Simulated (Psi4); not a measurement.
# One shape, several levels: doublet [C2H3F3]+

Aim: a comparison of 3 runs (U-r2SCAN/def2-SVP, UB3LYP/def2-SVP, UPBE0/def2-SVP) of doublet [C2H3F3]+. 

Program for the calculation: Psi4 1.11.

## (1) Starting point

[C2H3F3]+: 8 atoms, total charge +1, spin state doublet. SMILES of the parent species: `FCC(F)F`. Geometry: relaxed at PBE0-D4/def2-TZVP. This is one conformer, not always the lowest. That shape belongs to the parent species and isn't relaxed for this state.

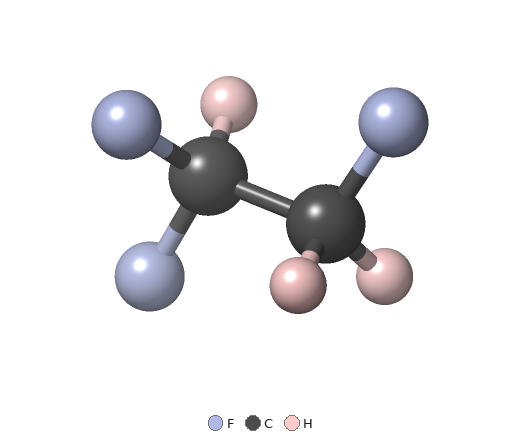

The structure, seen from a chosen angle (fluorine light blue, carbon dark grey, hydrogen pink).

## (2) Energy and forces at U-r2SCAN/def2-SVP (run 1)

Contents of c2h3f3.inp:

```
memory 1.6 GB

molecule {
  1 2
  F
  C 1 r2
  C 2 r3 1 a3
  F 3 r4 2 a4 1 d4
  F 3 r5 4 a5 2 d5
  H 2 r6 1 a6 3 d6
  H 2 r7 6 a7 1 d7
  H 3 r8 4 a8 5 d8

  r2 = 1.372036
  r3 = 1.508762
  a3 = 109.25063
  r4 = 1.351544
  a4 = 110.3984
  d4 = -68.26143
  r5 = 1.356196
  a5 = 107.91194
  d5 = 118.1217
  r6 = 1.093394
  a6 = 109.39208
  d6 = -119.81013
  r7 = 1.092964
  a7 = 110.13062
  d7 = 119.98164
  r8 = 1.094796
  a8 = 108.17325
  d8 = 117.74722
  symmetry c1
  no_reorient
  no_com
}

set {
  basis                def2-SVP
  reference            uks
  puream               true
  e_convergence        1e-09
  d_convergence        1e-08
  scf_type             pk
  dft_radial_points    99
  dft_spherical_points 590
  maxiter              200
}

e_tot, wfn = gradient('r2scan', return_wfn=True)
oeprop(wfn, 'QUADRUPOLE', 'MAYER_INDICES', 'WIBERG_LOWDIN_INDICES', title='R2SCAN')
print_variables()
```

Launch:

```
$ psi4 c2h3f3.inp c2h3f3.out -n 1
```

c2h3f3.out:

```text
[...]
  Running in c1 symmetry.
[...]
  Nuclear repulsion =  191.359798377413824
[...]
  Multiplicity = 2
[...]
  Nalpha       = 21
  Nbeta        = 20
[...]
    Number of basis functions: 85
[...]
   @UKS iter   1:  -376.58368989300487    1.64872e-01   3.64444e-03 DIIS/ADIIS
[...]
   @UKS iter  16:  -376.63406527981999   -4.54747e-13   6.11188e-09 DIIS
[...]
   @S^2 Observed:                7.519411749E-01
[...]
    Orbital Energies [Eh]
    ---------------------
    Alpha Occupied:
       1A    -24.818638     2A    -24.818329     3A    -24.808081
       4A    -10.526071     5A    -10.437403     6A     -1.505339
       7A     -1.453440     8A     -1.442307     9A     -1.038009
      10A     -0.905696    11A     -0.825298    12A     -0.810692
      13A     -0.801186    14A     -0.751988    15A     -0.736600
      16A     -0.689040    17A     -0.687716    18A     -0.654127
      19A     -0.651135    20A     -0.609961    21A     -0.602797
    Alpha Virtual:
      22A     -0.236028    23A     -0.174816    24A     -0.133560
      25A     -0.111867    26A     -0.098859    27A     -0.076697
[...]
  @UKS Final Energy:  -376.63406527981999
   => Energetics <=
    Nuclear Repulsion Energy =            191.3597983774138243
    One-Electron Energy =                -890.0550596472778579
    Two-Electron Energy =                 364.7934857346806439
    DFT Exchange-Correlation Energy =     -42.7322897446366383
    Empirical Dispersion Energy =           0.0000000000000000
    VV10 Nonlocal Energy =                  0.0000000000000000
    Total Energy =                       -376.6340652798199926
[...]
  -Total Gradient:
     Atom            X                  Y                   Z
    ------   -----------------  -----------------  -----------------
       1        0.002343669701     0.003323372531    -0.028242561519
       2       -0.012328139944    -0.057874453145     0.055670912393
       3        0.052126034262     0.061857544939    -0.066098069569
       4       -0.025627191656    -0.014629483608     0.001195375001
       5       -0.001683725391    -0.005544957871     0.032475879086
       6        0.014332646541     0.005292125803    -0.004366921807
       7       -0.011171563959     0.004294925425    -0.003265495418
       8       -0.018047328046     0.003226603874     0.012665163092
[...]
 Multipole Moments:
 ------------------------------------------------------------------------------------
     Multipole            Electronic (a.u.)      Nuclear  (a.u.)        Total (a.u.)
 ------------------------------------------------------------------------------------
 L = 1.  Multiply by 2.5417464519 to convert [e a0] to [Debye]
 Dipole X            :         -1.0082856            1.7326049            0.7243192
 Dipole Y            :         -1.7234867            2.2729610            0.5494743
 Dipole Z            :         -0.0106535            0.0978602            0.0872067
 Magnitude           :                                                    0.9133266
 L = 2.  Multiply by 1.3450342976 to convert [e a0^2] to [Debye ang]
 Quadrupole XX       :        -63.2681329           47.0461429          -16.2219900
 Quadrupole XY       :        -35.9592627           35.2325782           -0.7266845
[...]
```

Run time: 68 s. Hardware: 1 thread of Intel Xeon Platinum 8488C (Sapphire Rapids), shared host; peak memory 0.9 GiB.

## (3) Energy and gradient at UB3LYP/def2-SVP (run 2)

Contents of job.py:

```python
import psi4

psi4.set_memory('1600 MB')
psi4.set_num_threads(1)
psi4.set_output_file('psi4.out', False)

m = psi4.geometry("""
1 2
F     -1.142800    -0.681000     1.163100
C     -0.188200     0.195100     0.711800
C      0.172900    -0.152400    -0.711300
F      0.824200    -1.335800    -0.756500
F      1.011700     0.803600    -1.182200
H      0.701700     0.118900     1.342500
H     -0.588500     1.211500     0.747300
H     -0.698800    -0.217000    -1.370500
symmetry c1
""")

options = {'basis': 'def2-SVP', 'reference': 'uks', 'puream': True, 'e_convergence': 1e-09, 'd_convergence': 1e-08, 'scf_type': 'pk', 'dft_radial_points': 99, 'dft_spherical_points': 590, 'maxiter': 200}
psi4.set_options(options)

e, wfn = psi4.gradient("B3LYP", molecule=m, return_wfn=True)
print('gradient / Eh bohr^-1')
print(e.np.round(6))
print(f'energy = {wfn.energy():.10f} Eh')
```

Launch:

```
$ python job.py
```

psi4.out, shortened:

```text
[...]
  Running in c1 symmetry.
[...]
  Nuclear repulsion =  191.359785586364609
[...]
  Multiplicity = 2
[...]
  Nalpha       = 21
  Nbeta        = 20
[...]
    Number of basis functions: 85
[...]
   @UKS iter   1:  -376.75452444241836    1.30545e-01   3.52165e-03 DIIS/ADIIS
[...]
   @UKS iter  15:  -376.79643164056802   -5.28644e-12   7.02563e-09 DIIS
[...]
   @S^2 Observed:                7.523691567E-01
[...]
  @UKS Final Energy:  -376.79643164056802
   => Energetics <=
    Nuclear Repulsion Energy =            191.3597855863646089
    One-Electron Energy =                -890.1137801870859221
    Two-Electron Energy =                 356.6467968316025008
    DFT Exchange-Correlation Energy =     -34.6892338714492396
    Empirical Dispersion Energy =           0.0000000000000000
    VV10 Nonlocal Energy =                  0.0000000000000000
    Total Energy =                       -376.7964316405680165
[...]
 Multipole Moments:
 ------------------------------------------------------------------------------------
     Multipole            Electronic (a.u.)      Nuclear  (a.u.)        Total (a.u.)
 ------------------------------------------------------------------------------------
 L = 1.  Multiply by 2.5417464519 to convert [e a0] to [Debye]
 Dipole X            :          0.7242848           -1.2002167           -0.4759319
 Dipole Y            :         -1.4229284            2.1837562            0.7608278
 Dipole Z            :         -1.1754513            1.4030447            0.2275935
 Magnitude           :                                                    0.9258342
[...]
  -Total Gradient:
     Atom            X                  Y                   Z
    ------   -----------------  -----------------  -----------------
       1       -0.023056238216    -0.017142970523     0.012253491182
       2        0.053748338595     0.002029597861    -0.075336227853
       3       -0.091614486891     0.021023148619     0.069778026348
       4        0.020581449235    -0.024376726388    -0.005203530654
       5        0.025425770475     0.018964626039    -0.016070449537
       6       -0.013803160736     0.008323196889     0.001732030795
       7        0.005586472780    -0.007134683452     0.009074670097
       8        0.023139601067    -0.001709705052     0.003777577056
[...]
```

The script printed:

```text
gradient / Eh bohr^-1
[[-0.023056 -0.017143  0.012253]
 [ 0.053748  0.00203  -0.075336]
 [-0.091614  0.021023  0.069778]
 [ 0.020581 -0.024377 -0.005204]
 [ 0.025426  0.018965 -0.01607 ]
 [-0.013803  0.008323  0.001732]
 [ 0.005586 -0.007135  0.009075]
 [ 0.02314  -0.00171   0.003778]]
energy = -376.7964316406 Eh
```

Wall time 33 s (1 thread of Intel Xeon Platinum 8488C (Sapphire Rapids), shared host); peak memory 0.78 GiB.

## (4) A single-point energy at UPBE0/def2-SVP (run 3)

Contents of c2h3f3.in:

```
memory 1600 MB

molecule {
  1 2
  F
  C 1 1.372036
  C 2 1.508762 1 109.25063
  F 3 1.351544 2 110.3984 1 -68.26143
  F 3 1.356196 4 107.91194 2 118.1217
  H 2 1.093394 1 109.39208 3 -119.81013
  H 2 1.092964 6 110.13062 1 119.98164
  H 3 1.094796 4 108.17325 5 117.74722
  units angstrom
  symmetry c1
}

set basis def2-SVP
set reference uks
set puream true
set e_convergence 1e-09
set d_convergence 1e-08
set scf_type pk
set dft_radial_points 99
set dft_spherical_points 590
set maxiter 200

energy_value, wavefunction = energy("pbe0", return_wfn=True)
oeprop(wavefunction, "LOWDIN_CHARGES", "MAYER_INDICES", "WIBERG_LOWDIN_INDICES", title="PBE0")
```

Launch:

```
$ psi4 c2h3f3.in c2h3f3.out -n 1
```

c2h3f3.out:

```text
[...]
  Running in c1 symmetry.
[...]
  Nuclear repulsion =  191.359798377413853
[...]
  Multiplicity = 2
[...]
  Nalpha       = 21
  Nbeta        = 20
[...]
    Number of basis functions: 85
[...]
   @UKS iter   1:  -376.38642257374738    1.20094e-01   3.19081e-03 DIIS/ADIIS
[...]
   @UKS iter  18:  -376.42072264658862   -1.76215e-12   8.55814e-09 DIIS
[...]
   @S^2 Observed:                7.528885889E-01
[...]
    Orbital Energies [Eh]
    ---------------------
    Alpha Occupied:
       1A    -25.098691     2A    -25.096761     3A    -25.087369
       4A    -10.716862     5A    -10.627729     6A     -1.579692
       7A     -1.526490     8A     -1.514638     9A     -1.103268
      10A     -0.966339    11A     -0.884734    12A     -0.868927
      13A     -0.860493    14A     -0.806994    15A     -0.795156
      16A     -0.750584    17A     -0.748650    18A     -0.711599
      19A     -0.710176    20A     -0.663953    21A     -0.657611
    Alpha Virtual:
      22A     -0.203429    23A     -0.152204    24A     -0.129450
      25A     -0.104393    26A     -0.075238    27A     -0.061660
[...]
  @UKS Final Energy:  -376.42072264658862
   => Energetics <=
    Nuclear Repulsion Energy =            191.3597983774138527
    One-Electron Energy =                -889.9933753114335104
    Two-Electron Energy =                 354.4571516874721624
    DFT Exchange-Correlation Energy =     -32.2442974000411340
    Empirical Dispersion Energy =           0.0000000000000000
    VV10 Nonlocal Energy =                  0.0000000000000000
    Total Energy =                       -376.4207226465886151
[...]
 Multipole Moments:
 ------------------------------------------------------------------------------------
     Multipole            Electronic (a.u.)      Nuclear  (a.u.)        Total (a.u.)
 ------------------------------------------------------------------------------------
 L = 1.  Multiply by 2.5417464519 to convert [e a0] to [Debye]
 Dipole X            :         -0.9896122            1.7326049            0.7429926
 Dipole Y            :         -1.7026993            2.2729610            0.5702617
 Dipole Z            :         -0.0119179            0.0978602            0.0859423
 Magnitude           :                                                    0.9405437
[...]
```

Wall time 33 s (1 thread of Intel Xeon Platinum 8488C (Sapphire Rapids), shared host); peak memory 0.79 GiB.

## (5) All runs side by side

```csv
run,level,task,energy (Eh),HOMO energy (eV),LUMO energy (eV),⟨S²⟩,wall time
1,U-r2SCAN/def2-SVP,gradient,-376.634065,-16.18,-15.47,0.752,68 s
2,UB3LYP/def2-SVP,gradient,-376.796432,-17.37,-15.03,0.752,33 s
3,UPBE0/def2-SVP,energy,-376.420723,-17.68,-14.87,0.753,33 s
```

## (6) Outcome

```
                                 quantity          value
                      run 3: total energy  -376.42072 Eh
run 3: HOMO energy (highest over α and β)      -17.68 eV
 run 3: LUMO energy (lowest over α and β)      -14.87 eV
                              run 3: ⟨S²⟩          0.753
```

What this shows: Totals of different functionals can't be ranked against each other. All runs together took 2.2 min, the longest 68 s.
